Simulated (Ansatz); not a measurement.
**Br$_{4}$Zr (SMILES [Br][Zr]([Br])([Br])[Br]): density, localisation and related maps**

The calculation's input:

```
crystal:
  periodic: [false, false, false]
  atoms:
    - {symbol: Br, position_ang: [-1.209095, -0.424858, 2.096244]}
    - {symbol: Zr, position_ang: [0.010025, -0.014730, -0.008245]}
    - {symbol: Br, position_ang: [2.276746, -0.973325, 0.153965]}
    - {symbol: Br, position_ang: [-1.198191, -1.075104, -1.878942]}
    - {symbol: Br, position_ang: [0.170414, 2.414416, -0.404523]}
basis:
  gaussian: {orbitals: def2-TZVPP}
hamiltonian: {xc: pbe0, dispersion: d4}
output: {orbitals: {seedname: orbitals}}
```

Launched as:

```sh
ansatz run in.yaml --threads 2 --pin off --events-out ev --progress --plain --max-ram 32768MiB --backend cpu
```

Geometry: PBE0-D4/def2-TZVP; core potentials replace the inner electrons of Zr.

Level of theory: Ansatz, RKS PBE0-D4/def2-TZVPP.

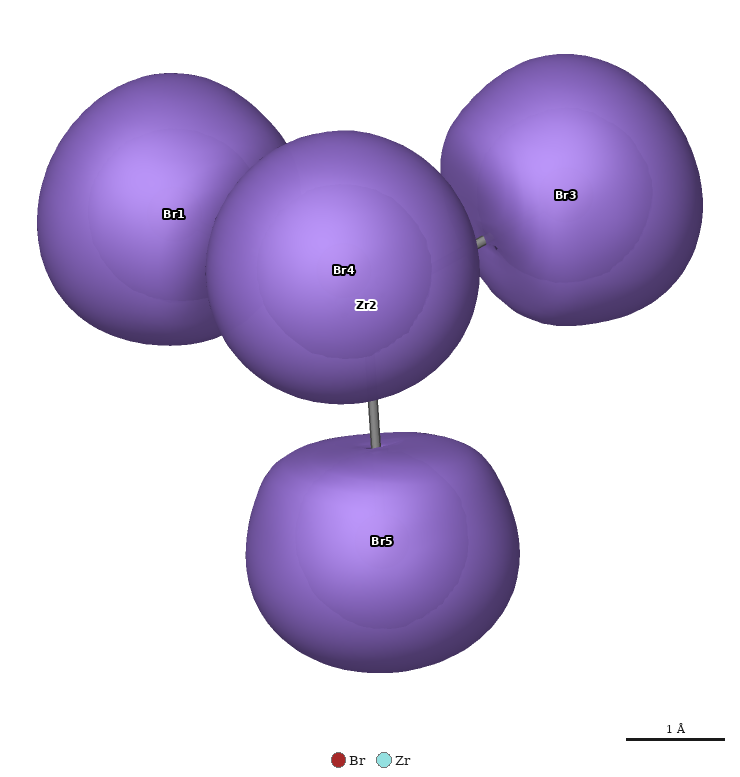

Figure 1. Isosurface of the electron localisation function at 0.75 (purple), seen at an oblique angle. Core shells and regions of very low density are left out.

What do the ELF domains correspond to?

Answer. At this value the surface marks out four regions wrapped around Br (the valence shell of each).


Zr–Br (2.47 Å): the ELF peaks at about 0.80 in the valence shell of Br, 1.0 Å from its nucleus, and is about 0.45 at the midpoint.

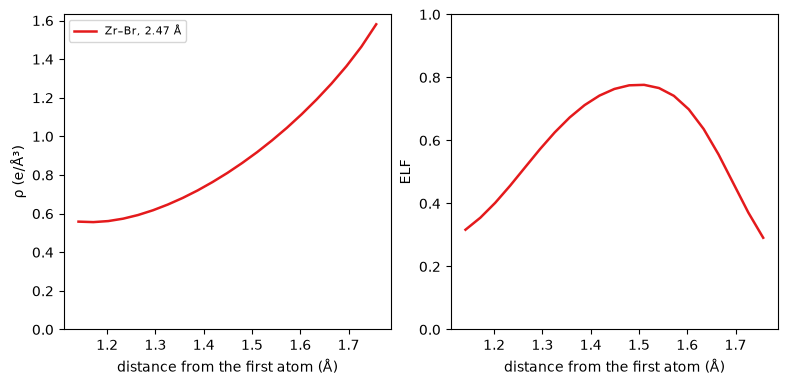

Figure 2. Electron density and electron localisation function along straight lines between neighbouring atoms. The curves leave out the atomic cores.

What can be read from the curves?

Answer. Zr–Br (2.47 Å): ρ is about 0.57 e/Å³ halfway; the ELF peaks at about 0.80 in the valence shell of Br, 1.0 Å from its nucleus, and is about 0.45 at the midpoint.

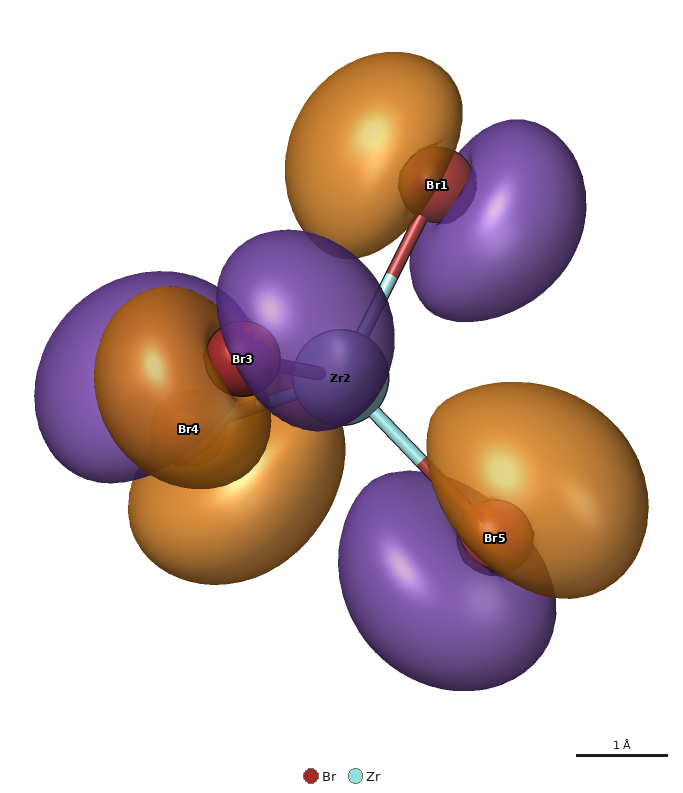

Figure 3. The HOMO at ±0.06 Å⁻³ᐟ² (orange and purple are the two phases), seen at a tilt.

Describe this orbital and give its energy.

Answer. Its weight (Hirshfeld) is mainly on Br4 (about 30 %), Br5 (about 30 %), Br3 (about 15 %) and Br1 (about 15 %); largely a combination of lone pairs on Br4, Br5, Br3 and Br1. It is one of a degenerate set, so its orientation is arbitrary. Its energy is −8.90 eV.
